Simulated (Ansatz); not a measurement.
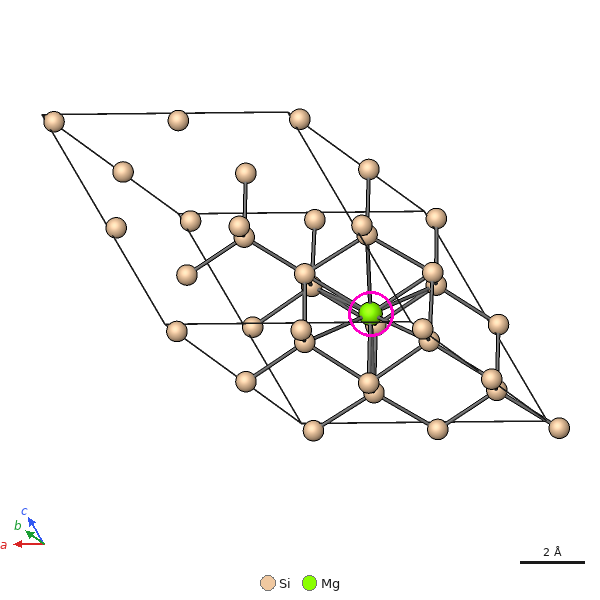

Figure: ball-and-stick view from a general direction. The supercell is outlined; an atom on or near a face, edge or corner is repeated at each equivalent position. The host is Si, in a cell of 16 sites, and the cell is neutral. A ring marks the defect's site.

**What imperfection does the supercell contain?**

An interstitial magnesium atom. It is bonded to ten Si at about 2.5 to 2.8 Å.

The atoms were relaxed in the host's cell with Ansatz 0.2.0, DFT PBE, scalar-relativistic, plane waves, PAW.
